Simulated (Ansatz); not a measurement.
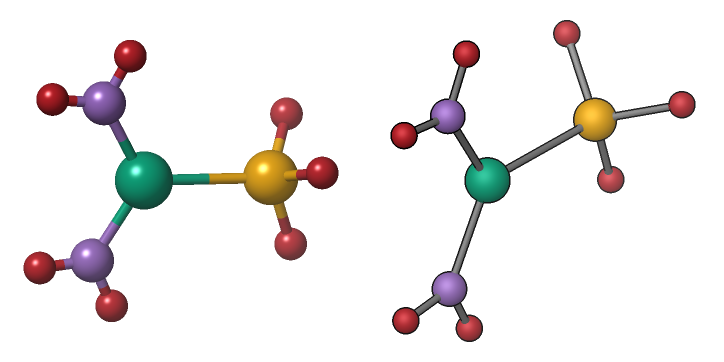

The same structure drawn twice, from different directions. Colours: aluminium teal, nitrogen purple, silicon orange, hydrogen red.

The geometry was computed by an optimisation with PBE0-D4/def2-TZVP.

Count the atoms of each element.

AlH₇N₂Si, 11 atoms: 1 aluminium, 7 hydrogen, 2 nitrogen and 1 silicon.

Count the bonded pairs by element.

4 N–H, 3 Si–H, 2 Al–N, 1 Al–Si. Sticks follow a distance rule.

More results for the same structure follow; atom numbers are the same in all pictures, views and colours differ.

## Geometry

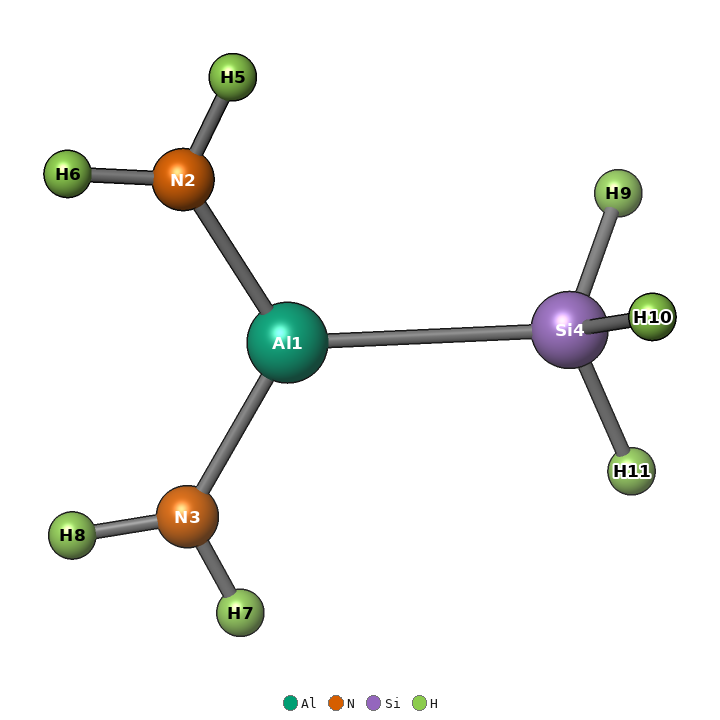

What are the angles N2–Al1–N3, N2–Al1–Si4, N3–Al1–Si4, Al1–N2–H5, Al1–N2–H6, Al1–N3–H7, Al1–N3–H8, Al1–Si4–H9, Al1–Si4–H10, Al1–Si4–H11?

| angle | degrees |
| --- | --- |
| N2–Al1–N3 | 119.9 |
| N2–Al1–Si4 | 120.5 |
| N3–Al1–Si4 | 119.6 |
| Al1–N2–H5 | 123.8 |
| Al1–N2–H6 | 126.2 |
| Al1–N3–H7 | 123.4 |
| Al1–N3–H8 | 126.5 |
| Al1–Si4–H9 | 112.2 |
| Al1–Si4–H10 | 112.0 |
| Al1–Si4–H11 | 111.8 |

## Electronic properties

Method: RKS PBE0-D4/def2-TZVPP (Ansatz 0.2.0).

Computed properties:

- HOMO energy (Kohn–Sham orbital): −7.02 eV
- LUMO energy (Kohn–Sham orbital): −0.35 eV
- HOMO–LUMO gap: 6.67 eV
- dispersion correction: −16.5 kJ/mol

## Dipole moment

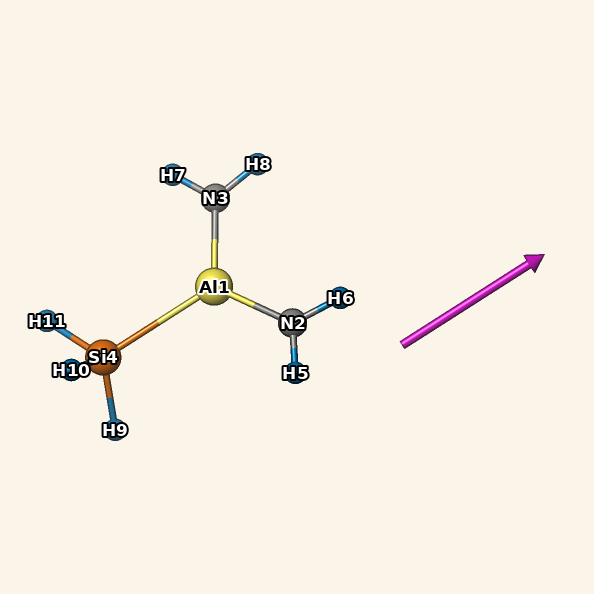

The arrow beside the molecule shows the direction of the dipole moment, from the negative to the positive end (its length means nothing). Properties computed with RKS PBE0-D4/def2-TZVP (Ansatz 0.2.0).

How large is the dipole moment?

1.79 D; it points from the side of H9, H10, H11 to the side of H6, H8 (the outermost atoms at the two ends).

## Charges

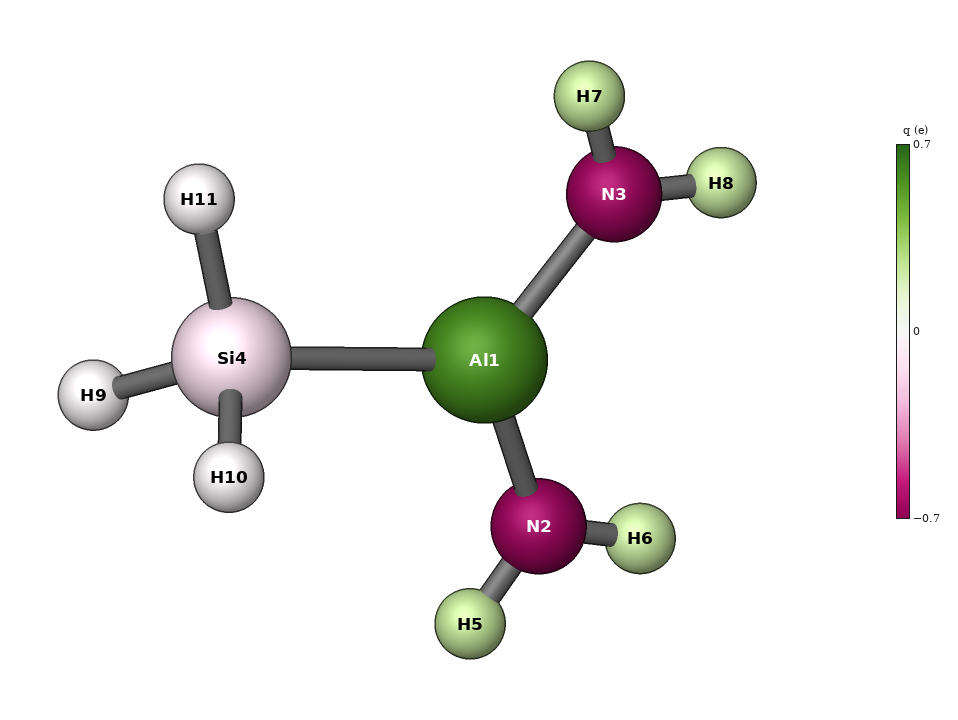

Atoms are coloured by their Mulliken charges. Properties computed with RKS PBE0-D4/def2-TZVP (Ansatz 0.2.0).

List the Mulliken charges.

```json
{"atom": "Al1", "value (e)": "0.58"}
{"atom": "N2", "value (e)": "−0.66"}
{"atom": "N3", "value (e)": "−0.66"}
{"atom": "Si4", "value (e)": "−0.12"}
{"atom": "H5", "value (e)": "0.24"}
{"atom": "H6", "value (e)": "0.23"}
{"atom": "H7", "value (e)": "0.24"}
{"atom": "H8", "value (e)": "0.23"}
{"atom": "H9", "value (e)": "−0.02"}
{"atom": "H10", "value (e)": "−0.02"}
{"atom": "H11", "value (e)": "−0.02"}
```

Mulliken values depend strongly on the basis set and can even reverse the polarity of a bond.
